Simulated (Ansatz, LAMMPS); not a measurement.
**Glassy 62GeO2-38BaO (mol %) (76 atoms): geometry optimisation**

Wanted: the relaxed structure of glassy 62GeO2-38BaO (mol %) (76 atoms) and its electronic structure.

Main program and level: Ansatz 0.2.0; Kohn-Sham DFT, PBE, PAW (set soft_2), plane waves.

## 1. The structure

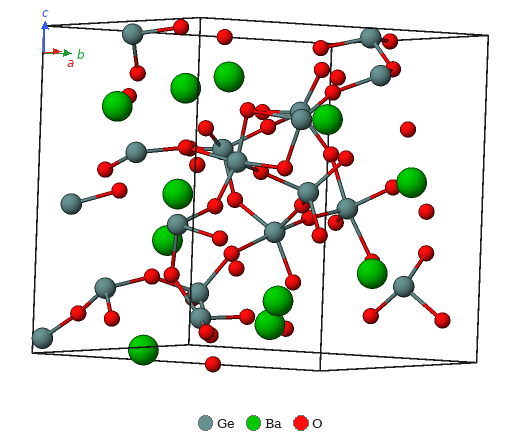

The cell as given, slightly off an axis (germanium teal, barium green, oxygen red). Bonds to atoms that aren't drawn are left out. Some periodic images of atoms are drawn too.

The cell holds 76 atoms: 18 Ge, 11 Ba and 47 O. Its edges and angles: a = 10.766 Å, b = 10.766 Å, c = 10.766 Å, α = 90.0°, β = 90.0°, γ = 90.0°. 76 atoms (18 Ge, 11 Ba, 47 O) placed at random at 4.59 g/cm³, melted at 4000 K for 10 ps at fixed volume with the Morse and Coulomb pair potential with partial charges (Pedone, Malavasi, Menziani, Cormack and Segre, J. Phys. Chem. B 110, 11780 (2006)). Quenched from 4000 K to 300 K at 20 K/ps and fixed volume, held 10 ps at zero pressure, then minimised at fixed cell.

What the set-up can't give: The quench rate of 20 K/ps is orders of magnitude faster than experiment, which tends to freeze in extra defects. The network of bonds at the start is that of the classical potential that made the cell. The Brillouin zone is sampled at Γ only, in a cell whose shortest periodic width is 11 Å. The levels lack spin–orbit coupling, which is large for the heavy elements here.

## 2. Single point at the start

A single point comes first, to see the forces before anything moves.

input.yaml reads:

```yaml
crystal:
  lattice:
    - [10.76622, 0.0, 0.0]
    - [0.0, 10.76622, 0.0]
    - [0.0, 0.0, 10.76622]
  atoms:
    - { symbol: Ge, position: [0.90874, 0.78736, 0.22298] }
    - { symbol: Ge, position: [0.35174, 0.37813, 0.19484] }
    - { symbol: Ge, position: [0.05161, 0.08889, 0.45918] }
    - { symbol: Ge, position: [0.04998, 0.00621, 0.04456] }
    [... 66 atom lines left out ...]
    - { symbol: O, position: [0.43199, 0.44505, 0.31703] }
    - { symbol: O, position: [0.44283, 0.03166, 0.09602] }
    - { symbol: O, position: [0.88915, 0.37144, 0.56234] }
    - { symbol: O, position: [0.72868, 0.07892, 0.22514] }
    - { symbol: O, position: [0.7509, 0.65681, 0.61162] }
    - { symbol: O, position: [0.33778, 0.22245, 0.23739] }
kpoints:
  mp_grid: { grid: [1, 1, 1] }
hamiltonian:
  xc: pbe
scf:
  occupations: { method: fixed }
output:
  forces: true
  stress: true
  populations: true
  dos:
    method: { smearing: { sigma: 0.1 } }
    de: 0.1
    projected: { site_lists: { Ba: [Ba], Ge: [Ge], O: [O] } }
  eigenvalues: true
```

Command:

```sh
$ ansatz run input.yaml --threads 4 --pin off --max-ram 8192MiB --backend cpu --events-out ev --progress --plain --runs-dir out
```

It took 9.7 s on 4 threads of AMD EPYC 9R45, shared host; peak memory 1.7 GiB.

Numbers from this run:

* free energy: -169453.9276 eV
* free energy per atom: -2229.6569 eV/atom
* SCF cycles: 9
* pressure: 6.503 GPa
* r.m.s. force component: 1.056 eV/Å
* longest force: 3.19 eV/Å
* Fermi energy: 6.273 eV
* gap (highest filled to lowest empty level): 2.249 eV
* spilling of the projection: 0.008078

The r.m.s. force component of 1.1 eV/Å and the pressure of 6.5 GPa set the starting point.

Neighbours are counted within 2.23 Å (O-Ge), 3.48 Å (O-Ba).

Length of the force by element and coordination:

| element | coordination | atoms | mean length of the force (eV/Å) | spread | least | most |
| --- | --- | --- | --- | --- | --- | --- |
| Ba | all | 11 | 0.722 | 0.214 | 0.414 | 1.20 |
| Ba | 6 | 2 | 0.707 | 0.293 | 0.414 | 1.00 |
| Ba | 7 | 5 | 0.809 | 0.200 | 0.615 | 1.20 |
| Ba | 8 | 3 | 0.666 | 0.0913 | 0.558 | 0.782 |
| Ba | 10 | 1 | 0.478 | 0 | 0.478 | 0.478 |
| Ge | all | 18 | 1.14 | 0.552 | 0.473 | 2.57 |
| Ge | 4 | 13 | 1.08 | 0.375 | 0.529 | 1.76 |
| Ge | 5 | 5 | 1.30 | 0.833 | 0.473 | 2.57 |
| O | all | 47 | 2.06 | 0.651 | 0.323 | 3.19 |
| O | 2 | 3 | 1.59 | 0.733 | 0.712 | 2.51 |
| O | 3 | 24 | 2.12 | 0.673 | 0.323 | 3.19 |
| O | 4 | 20 | 2.05 | 0.579 | 0.979 | 3.18 |

## 3. Relaxation

With the cell held, the atoms are moved downhill towards a nearby minimum.

input.yaml, the sections that differ from step 2:

```yaml
output:
  forces: true
relax:
  f_tol: 0.05
  max_steps: 200
# crystal, kpoints, hamiltonian, scf: as in step 2
```

Elapsed: 99 s, on 4 threads; peak memory 1.6 GiB.

Step by step:

| step | energy less that of the first step (eV) | largest force component (eV/Å) |
| --- | --- | --- |
| 1 | 0.0000 | 2.9605 |
| 2 | -4.6434 | 1.3851 |
| 3 | -6.4601 | 0.8328 |
| 4 | -7.0517 | 0.4918 |
| 5 | -7.3033 | 0.3385 |
| 6 | -7.3682 | 0.3222 |
| 7 | -7.4321 | 0.2361 |
| 8 | -7.4690 | 0.2322 |
| 9 | -7.5258 | 0.2090 |
| 10 | -7.5518 | 0.1529 |
| 11 | -7.5799 | 0.2180 |
| 12 | -7.6072 | 0.1526 |
| 13 | -7.6284 | 0.1221 |
| 14 | -7.6397 | 0.0730 |
| 15 | -7.5925 | 0.4053 |
| 16 | -7.6419 | 0.0672 |
| 17 | -7.6424 | 0.0903 |
| 18 | -7.6483 | 0.0593 |
| 19 | -7.6493 | 0.0301 |

Relaxation step 15 was tried and not accepted.

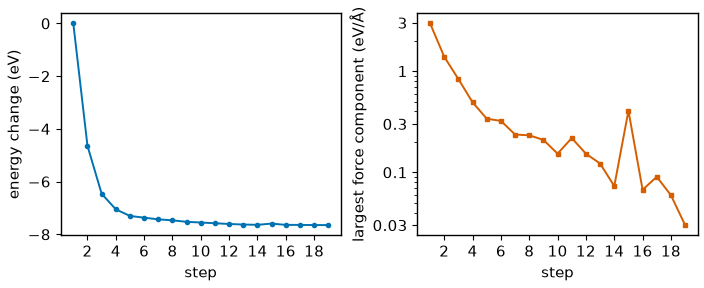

Energy and largest force along the relaxation.

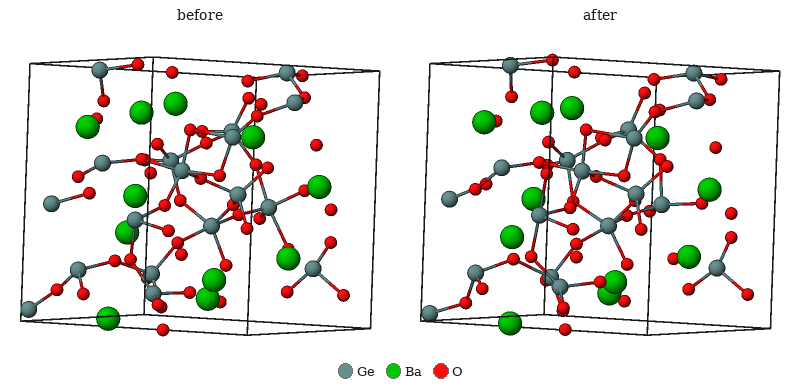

The structure before and after the relaxation, drawn at the same scale. Bonds to atoms that aren't drawn are left out.

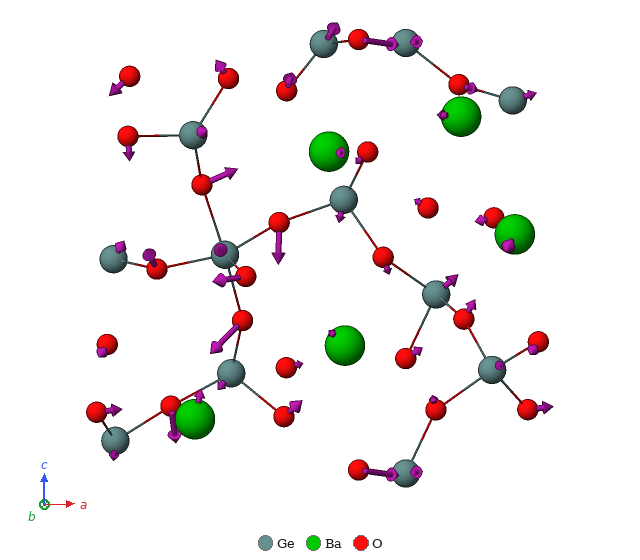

Displacements in the relaxation, exaggerated; the longest in the cell stands for 0.83 Å. Drawn is a slice 5 Å thick, seen along the normal of the ac plane. Bonds to atoms that aren't drawn are left out.

The atoms that moved most (Å):

| atom | dx | dy | dz | length |
| --- | --- | --- | --- | --- |
| O40 | 0.597 | 0.568 | -0.132 | 0.835 |
| O43 | -0.469 | -0.427 | -0.414 | 0.757 |
| Ba23 | -0.593 | -0.384 | -0.200 | 0.734 |
| O45 | 0.009 | 0.678 | 0.231 | 0.716 |
| O35 | 0.094 | 0.393 | -0.529 | 0.666 |
| O62 | 0.428 | 0.238 | 0.445 | 0.661 |
| O33 | -0.453 | -0.319 | -0.037 | 0.555 |
| O36 | -0.018 | -0.099 | -0.536 | 0.546 |

The relaxation changed the energy by -101 meV/atom, and atoms moved by 0.34 Å r.m.s., 0.83 Å at most.

## 4. Structure statistics after relaxation

Bonds before and after, by the cutoffs listed below:

| pair | bonds before | bonds after | mean before (Å) | mean after (Å) | spread before (Å) | spread after (Å) |
| --- | --- | --- | --- | --- | --- | --- |
| O-Ge | 77 | 76 | 1.756 | 1.811 | 0.076 | 0.070 |

Density 4.75 g/cm³, 16.42 Å³ an atom.

Pair distribution functions g(r), in bins of 0.2 Å:

| r (Å) | total | O-O | O-Ge | O-Ba | Ge-Ge | Ge-Ba | Ba-Ba |
| --- | --- | --- | --- | --- | --- | --- | --- |
| 1.70 | 1.96 | 0.00 | 6.70 | 0.00 | 0.00 | 0.00 | 0.00 |
| 1.90 | 1.96 | 0.00 | 6.67 | 0.00 | 0.00 | 0.00 | 0.00 |
| 2.10 | 0.08 | 0.00 | 0.29 | 0.00 | 0.00 | 0.00 | 0.00 |
| 2.30 | 0.06 | 0.00 | 0.22 | 0.00 | 0.00 | 0.00 | 0.00 |
| 2.50 | 0.45 | 0.56 | 0.00 | 1.32 | 0.00 | 0.00 | 0.00 |
| 2.70 | 1.56 | 1.88 | 0.08 | 4.42 | 0.41 | 0.00 | 0.00 |
| 2.90 | 1.72 | 3.42 | 0.00 | 2.17 | 0.35 | 0.00 | 0.00 |
| 3.10 | 0.88 | 1.50 | 0.12 | 1.13 | 1.23 | 0.00 | 0.00 |
| 3.30 | 0.95 | 0.90 | 0.37 | 0.97 | 4.15 | 1.33 | 0.00 |
| 3.50 | 0.83 | 0.70 | 0.81 | 0.23 | 1.77 | 2.67 | 0.00 |
| 3.70 | 0.92 | 0.73 | 1.21 | 0.42 | 0.00 | 2.94 | 0.59 |
| 3.90 | 1.00 | 0.88 | 1.01 | 0.69 | 0.20 | 3.30 | 0.54 |
| 4.10 | 0.99 | 0.72 | 1.29 | 0.68 | 0.36 | 2.09 | 2.42 |
| 4.30 | 1.07 | 0.61 | 1.55 | 0.83 | 1.50 | 1.36 | 2.67 |
| 4.50 | 1.21 | 0.84 | 1.65 | 1.60 | 0.16 | 1.38 | 0.80 |
| 4.70 | 0.87 | 0.71 | 1.06 | 1.23 | 0.70 | 0.23 | 0.73 |
| 4.90 | 0.86 | 0.94 | 0.84 | 1.04 | 0.63 | 0.21 | 1.03 |
| 5.10 | 1.16 | 1.29 | 0.94 | 1.33 | 1.17 | 0.57 | 2.24 |
| 5.30 | 1.06 | 1.42 | 0.56 | 1.16 | 1.52 | 0.80 | 0.29 |

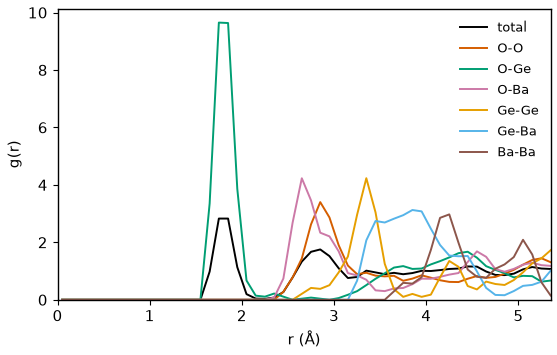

Pair distribution functions, lightly smoothed.

Bonds by pair of elements; cutoffs follow the first minimum of g(r), held within bounds set by covalent radii, and pairs that aren't listed don't count as bonded:

| pair A-B | cutoff (Å) | bonds | mean length (Å) | spread (Å) | shortest (Å) | B about A | A about B |
| --- | --- | --- | --- | --- | --- | --- | --- |
| O-Ge | 2.17 | 76 | 1.81 | 0.07 | 1.71 | 1.62 | 4.22 |
| O-Ba | 3.29 | 78 | 2.82 | 0.208 | 2.47 | 1.66 | 7.09 |

The cutoff for O-Ba falls short of the minimum of g(r), so counts run low and odd coordinations can be artefacts.

How many atoms have how many bonded neighbours:

| element | mean | 2 | 3 | 4 | 5 | 6 | 7 | 8 |
| --- | --- | --- | --- | --- | --- | --- | --- | --- |
| Ba | 7.09 | 0 | 0 | 0 | 0 | 2 | 6 | 3 |
| Ge | 4.22 | 0 | 0 | 15 | 2 | 1 | 0 | 0 |
| O | 3.28 | 2 | 30 | 15 | 0 | 0 | 0 | 0 |

Bond angles, per cent of each kind in bins of 5°:

| angle (°) | O-Ba-O | O-Ge-O | Ba-O-Ge | Ba-O-Ba | Ge-O-Ge |
| --- | --- | --- | --- | --- | --- |
| 45–50 | 0.4 | 0.0 | 0.0 | 0.0 | 0.0 |
| 50–55 | 5.0 | 0.0 | 0.0 | 0.0 | 0.0 |
| 55–60 | 7.1 | 0.0 | 0.0 | 0.0 | 0.0 |
| 60–65 | 2.9 | 0.0 | 0.0 | 0.0 | 0.0 |
| 65–70 | 2.9 | 0.0 | 0.0 | 0.0 | 0.0 |
| 70–75 | 9.2 | 0.0 | 0.0 | 0.0 | 0.0 |
| 75–80 | 7.1 | 0.0 | 0.9 | 0.0 | 0.0 |
| 80–85 | 5.8 | 4.0 | 0.9 | 2.7 | 0.0 |
| 85–90 | 5.4 | 5.6 | 6.0 | 13.5 | 0.0 |
| 90–95 | 5.0 | 9.6 | 12.1 | 8.1 | 6.9 |
| 95–100 | 3.3 | 9.6 | 12.9 | 10.8 | 0.0 |
| 100–105 | 6.7 | 13.6 | 12.1 | 16.2 | 0.0 |
| 105–110 | 3.3 | 16.8 | 16.4 | 8.1 | 3.5 |
| 110–115 | 4.6 | 18.4 | 6.9 | 13.5 | 3.5 |
| 115–120 | 4.2 | 9.6 | 7.8 | 5.4 | 3.5 |
| 120–125 | 0.8 | 4.0 | 3.5 | 5.4 | 13.8 |
| 125–130 | 5.8 | 1.6 | 6.0 | 2.7 | 13.8 |
| 130–135 | 2.1 | 0.8 | 7.8 | 5.4 | 24.1 |
| 135–140 | 5.0 | 1.6 | 1.7 | 2.7 | 10.3 |
| 140–145 | 4.6 | 0.0 | 4.3 | 0.0 | 3.5 |
| 145–150 | 2.5 | 0.8 | 0.0 | 2.7 | 13.8 |
| 150–155 | 2.1 | 0.0 | 0.0 | 0.0 | 0.0 |
| 155–160 | 2.5 | 0.8 | 0.0 | 2.7 | 0.0 |
| 160–165 | 1.2 | 0.0 | 0.9 | 0.0 | 3.5 |
| 165–170 | 0.4 | 0.0 | 0.0 | 0.0 | 0.0 |
| 170–175 | 0.0 | 1.6 | 0.0 | 0.0 | 0.0 |
| 175–180 | 0.0 | 1.6 | 0.0 | 0.0 | 0.0 |

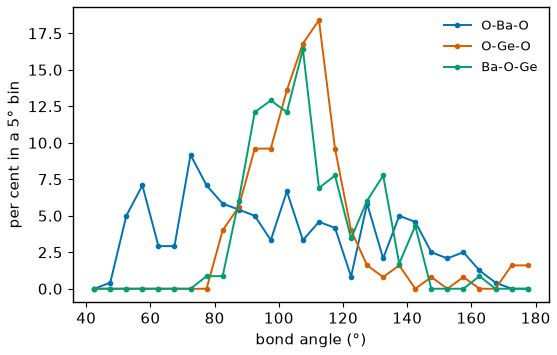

Distributions of the most common bond angles.

Bond angles (no mean is given where the spread exceeds 20°):

| angle | count | mean (°) | spread (°) |
| --- | --- | --- | --- |
| O-Ba-O | 240 | - | - |
| O-Ge-O | 125 | 108 | 17.5 |
| Ba-O-Ge | 116 | 109 | 16.1 |
| Ba-O-Ba | 37 | 108 | 17.2 |
| Ge-O-Ge | 29 | 129 | 14.4 |

Oxygen atoms by the number of network formers (Si, P, Ge, B, Al, As, Ga) bound to them:

| network formers bound to O | O atoms | per cent |
| --- | --- | --- |
| 0 | 0 | 0 |
| 1 | 18 | 38.3 |
| 2 | 29 | 61.7 |

Network units: each former by its oxygen neighbours and how many of them bridge to another former:

| former | O neighbours | bridging O | atoms |
| --- | --- | --- | --- |
| Ge | 4 | 2 | 2 |
| Ge | 4 | 3 | 12 |
| Ge | 4 | 4 | 1 |
| Ge | 5 | 4 | 2 |
| Ge | 6 | 6 | 1 |

Bond length by coordination (bonds to H left out):

| element | coordination | atoms | mean bond length (Å) |
| --- | --- | --- | --- |
| Ba | 6 | 2 | 2.75 |
| Ba | 7 | 6 | 2.82 |
| Ba | 8 | 3 | 2.84 |
| Ge | 4 | 15 | 1.79 |
| Ge | 5 | 2 | 1.87 |
| Ge | 6 | 1 | 1.93 |
| O | 2 | 2 | 2.00 |
| O | 3 | 30 | 2.25 |
| O | 4 | 15 | 2.45 |

Rings of the network by King's shortest-path rule, up to 12 atoms, one path for each pair of neighbours; H, halogens, alkali and alkaline-earth atoms are left out, and the last column divides by all other atoms, bonded or not:

| ring size (atoms) | rings | per network atom |
| --- | --- | --- |
| 4 | 1 | 0.015 |
| 6 | 1 | 0.015 |
| 8 | 3 | 0.046 |
| 10 | 2 | 0.031 |
| 12 | 1 | 0.015 |

62 % of the oxygens bridge two formers (Ge) and 38 % are non-bridging. The commonest Ge unit has 4 oxygens, 3 of them shared with other formers (12 of 18 atoms). Rings of 8 atoms are the most common (38 % of those counted); sizes run from 4 to 12, where the search stops.

(Part 1 of 2 ends here.)

[Logs are printed without paths, hosts, clocks, repeated set-up lines and the standing remarks that a program may print on its own settings, such as how far it seeks lower states.]

[Hosts, paths, dates, database ids (printed as entryN), source tags and the programs' standing remarks are cut or masked in the printed files.]
